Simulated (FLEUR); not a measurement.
**Convergence study of the basis cutoff for Mg (P-3m1, 2 atoms in the cell)**

```yaml
crystal:
  lattice:
    - [1.60018, -2.77160, 0.00000]
    - [1.60018, 2.77160, 0.00000]
    - [0.00000, 0.00000, 5.19437]
  atoms:
    - { symbol: Mg, position: [0.33333, 0.66667, 0.25963] }
    - { symbol: Mg, position: [0.66667, 0.33333, 0.75000] }
```

Method of the run: LDA (Vosko-Wilk-Nusair), all-electron FLAPW (FLEUR), scalar-relativistic valence.

Base settings: Kmax = 3.8 1/bohr; GmaxXC = 15.2 1/bohr; xcFunctional = vwn; jspins = 1; l_soc = F; mode = hist; fermiSmearingEnergy = 0.00367493 Htr; mesh (inpgen div1-3) = 4 4 3; inpgen gamma flag = true; Gmax = 15.2 1/bohr.

Moved along: Gmax, GmaxXC.

The second cell is the first with its lattice scaled by 0.98.

The mesh stays at the base's, so the ladder's end is converged at best in this setting alone.

Only quantities that move along the ladder and can be compared are tabulated.

The starting cell has typed, rounded lattice constants, without a prior relaxation at this level. Its lattice was rescaled by up to half a per cent. One atom was moved a little off its site on purpose. Values depend on the basis (sphere radii, cutoffs, local orbitals), which need not be converged.

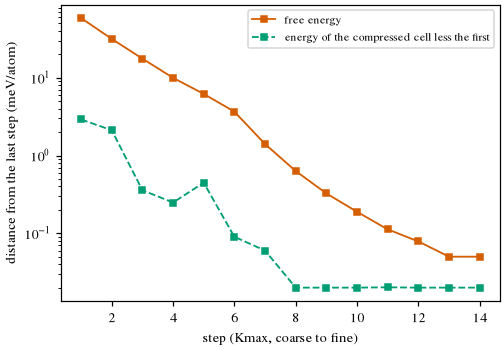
Distance from the last step along the ladder; very small values are drawn at a floor.

| Kmax | free energy less the last step's (meV/atom) | energy of the compressed cell less the first (meV/atom) |
|---|---|---|
| 2.25 1/bohr | 58.57 | -13.28 |
| 2.4 1/bohr | 31.60 | -8.25 |
| 2.55 1/bohr | 17.61 | -10.73 |
| 2.69 1/bohr | 9.98 | -10.62 |
| 2.82 1/bohr | 6.20 | -10.82 |
| 2.94 1/bohr | 3.67 | -10.46 |
| 3.18 1/bohr | 1.41 | -10.31 |
| 3.4 1/bohr | 0.63 | -10.36 |
| 3.6 1/bohr | 0.33 | -10.36 |
| 3.8 1/bohr | 0.19 | -10.35 |
| 3.99 1/bohr | 0.11 | -10.35 |
| 4.16 1/bohr | 0.08 | -10.36 |
| 4.42 1/bohr | 0.04 | -10.36 |
| 4.65 1/bohr | 0.03 | -10.37 |
| 5.03 1/bohr | 0.00 | -10.37 |

Coarsest Kmax that holds the free energy within 0.5 meV/atom of the last step, with all finer ones: 3.6 1/bohr; the step before is off by 0.63 meV/atom.

Coarsest Kmax that holds the energy of the compressed cell less the first within 0.5 meV/atom of the last step, with all finer ones: 2.55 1/bohr; the step before is off by 2.1 meV/atom.

The energy difference between the two cells stays within 1 meV/atom of the last step's from 2.55 1/bohr on, the total only from 3.4 1/bohr on: much of the error is common to both cells and cancels.
